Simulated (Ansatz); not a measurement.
**CH3FN2 (SMILES [H]/N=C(/N)F): CCSDTQ/STO-3G (sfX2C, density fitting with def2-universal-jkfit, aug-cc-pVTZ-rifit for correlation)**

What is the vertical electron affinity of CH3FN2 at CCSDTQ/STO-3G (sfX2C, density fitting with def2-universal-jkfit, aug-cc-pVTZ-rifit for correlation)? 

The calculation is run with Ansatz 0.2.0.

3 further runs of the same task are left out: 3 set aside as unsound or not needed.

## Step 1: The structure to begin with

The species is CH3FN2 (7 atoms), meant as a singlet with charge 0. SMILES: `[H]/N=C(/N)F`. The coordinates come from a PBE0-D4/def2-TZVP relaxation. This is one conformer, not always the lowest.

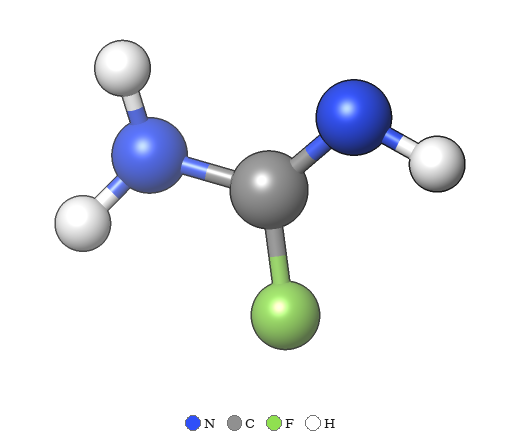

Viewed from a chosen angle; nitrogen blue, carbon grey, fluorine green, hydrogen white.

## Step 2: A single-point energy at CCSDTQ/STO-3G (sfX2C, density fitting with def2-universal-jkfit, aug-cc-pVTZ-rifit for correlation)

Contents of molecule.yaml:

```yaml
crystal:
  periodic: [false, false, false]
  atoms:
    - {symbol: "N", position_ang: [-0.840100, 1.050100, -0.309600]}
    - {symbol: C, position_ang: [-0.251200, -0.045500, -0.170400]}
    - {symbol: "N", position_ang: [0.778100, -0.298500, 0.674700]}
    - {symbol: F, position_ang: [-0.590100, -1.174800, -0.827900]}
    - {symbol: H, position_ang: [-1.621000, 0.976300, -0.951000]}
    - {symbol: H, position_ang: [1.221200, 0.511600, 1.070800]}
    - {symbol: H, position_ang: [1.364500, -1.087200, 0.467700]}
basis:
  gaussian:
    orbitals: STO-3G
    fitting:
      mean_field: def2-universal-jkfit
      correlation: aug-cc-pVTZ-rifit.json
hamiltonian:
  pseudopotentials:
    relativity: scalar
correlation:
  method: ccsdtq
  frozen_orbitals: {C: 1, F: 1, H: 0, "N": 1}
```

The run is started by

```sh
$ ansatz run molecule.yaml --threads 1 --pin off --max-ram 2610MiB --events-out events.jsonl --progress --plain --runs-dir runs
```

What it wrote, cut to the lines that bear on the results:

```text
Warning: RAYON_NUM_THREADS=1 ignored (pool sized by the plan → 1); use --threads N
Functional definition: HF
  name "HF"
[...]
360 factors; integrals over basis functions are off by at most 5.8e-3 eV
562 factors; integrals over basis functions are off by at most 4.2e-3 eV
[...]
mean field -6659.61444480 eV, -244.7363167975 hartree, gradient 1.3e-6 eV, S^2 0.000000; 0 other end points of the search recorded, 0 dependent functions left out
4 core orbitals not correlated: weight in the atoms' cores, before any rotation towards them, 1.000 or more for the frozen orbitals, at most 0.000 for the correlated occupied ones
reference -6659.61444480 eV, -244.7363167975 hartree; 12, 12 occupied and 7, 7 virtual orbitals, 562 factors
second order -4.69513922 eV of doubles, -0.00000000 eV of singles
cycle   1  -5.28270228 eV  change   -5.9e-1 eV  update   8.6e-2
[...]
cycle  14  -5.84386156 eV  change   -2.9e-7 eV  update   2.6e-6
Total energy: -6665.45830636 eV, -244.9510747489 hartree
Relativity: scalar
```

It took 40 s on 1 thread of Arm Neoverse V1, shared host; peak memory 0.32 GiB.

## Step 3: The doublet anion

Edit molecule.yaml of step 2 so:

```diff
@@ -16,2 +16,6 @@
       correlation: aug-cc-pVTZ-rifit.json
+total_charge: -1
+magnetization:
+  spin_polarized: false
+  initial_magnetization: 1
 hamiltonian:
```

The run is started by

```sh
$ ansatz run molecule.yaml --threads 1 --pin off --max-ram 2610MiB --events-out events.jsonl --progress --plain --runs-dir runs
```

What it wrote, cut to the lines that bear on the results:

```text
Warning: RAYON_NUM_THREADS=1 ignored (pool sized by the plan → 1); use --threads N
[... 2 set-up lines as earlier in the session ...]
[...]
360 factors; integrals over basis functions are off by at most 5.8e-3 eV
562 factors; integrals over basis functions are off by at most 4.2e-3 eV
[...]
mean field -6651.38172545 eV, -244.4337699420 hartree, gradient 1.1e-6 eV, S^2 0.750000; 0 other end points of the search recorded, 0 dependent functions left out
[...]
4 core orbitals not correlated: weight in the atoms' cores, before any rotation towards them, 1.000 or more for the frozen orbitals, at most 0.000 for the correlated occupied ones
reference -6651.38172545 eV, -244.4337699420 hartree; 13, 12 occupied and 6, 7 virtual orbitals, 562 factors
second order -3.25600270 eV of doubles, -0.02538821 eV of singles
cycle   1  -3.94295974 eV  change   -6.6e-1 eV  update   6.4e-2
[...]
cycle  19  -4.33634562 eV  change   -6.3e-8 eV  update   1.4e-6
Total energy: -6655.71807108 eV, -244.5931277043 hartree
Relativity: scalar
```

It took 5.5 min on 1 thread of Arm Neoverse V1, shared host; peak memory 1.4 GiB.

## Step 4: What came out

At CCSDTQ/STO-3G (sfX2C, density fitting with def2-universal-jkfit, aug-cc-pVTZ-rifit for correlation), 4 core orbitals frozen:

| quantity | value |
| --- | --- |
| singlet CH3FN2: total energy | -244.95107 Eh |
| singlet CH3FN2: correlation energy (4 core orbitals frozen) | -214.8 mEh |
| singlet CH3FN2: T1 diagnostic | 0.010 |
| doublet anion: total energy | -244.59313 Eh |
| doublet anion: correlation energy (4 core orbitals frozen) | -159.4 mEh |
| doublet anion: ⟨S²⟩ of the reference determinant | 0.750 |
| doublet anion: T1 diagnostic | 0.010 |
| vertical electron affinity (to the doublet anion) | -9.740 eV |

In words: The anion lies 9.74 eV (940 kJ/mol) above the neutral: the electron isn't bound at this level, and such a value depends on the basis. Without diffuse functions anions come out too high. In a minimal basis such a difference can be off by several eV, whatever the method.
